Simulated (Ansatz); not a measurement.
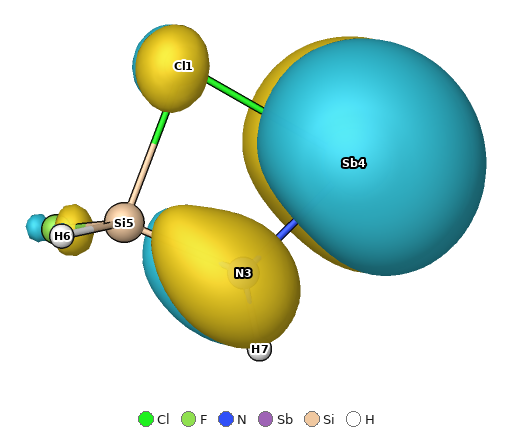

The picture shows: ClFH₂NSbSi (charge +1, doublet). One frontier orbital at ±0.08 Å⁻³ᐟ² (yellow and cyan are the two phases), seen across its widest extent.

Geometry: PBE0-D3(BJ)/def2-SVP; core potentials replace the inner electrons of Sb.

These are results of Ansatz, isolated molecule in a Gaussian basis; Kohn-Sham density functional theory, functional PBE0, not measurements.

| atom | x (Å) | y (Å) | z (Å) |
| --- | --- | --- | --- |
| Cl | -0.1280 | 0.2594 | -0.3525 |
| F | -1.9084 | -0.7839 | 1.8569 |
| N | -1.6647 | -2.1111 | -0.5881 |
| Sb | -1.4089 | -0.9391 | -2.2549 |
| Si | -0.9252 | -1.4421 | 0.7921 |
| H | 0.1969 | -2.1085 | 1.4619 |
| H | -2.2044 | -2.9768 | -0.6032 |

> Which orbital is it: HOMO (α) or LUMO (α)?

The HOMO (α), at −11.16 eV. Its weight (Hirshfeld) is mainly on Sb4 (about 75 %) and N3 (about 15 %).
